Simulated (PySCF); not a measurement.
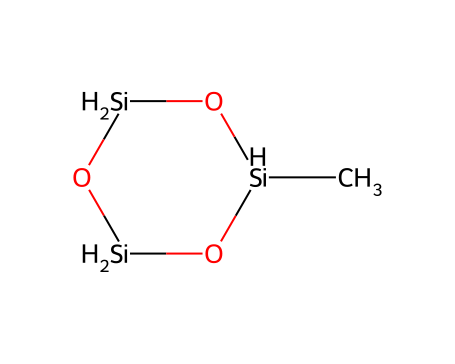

Figure made from data computed with PySCF.

A structural formula.

Question: Write the SMILES.

Answer: C[SiH]1O[SiH2]O[SiH2]O1

Question: What is the molecular formula?

Answer: CH8O3Si3.
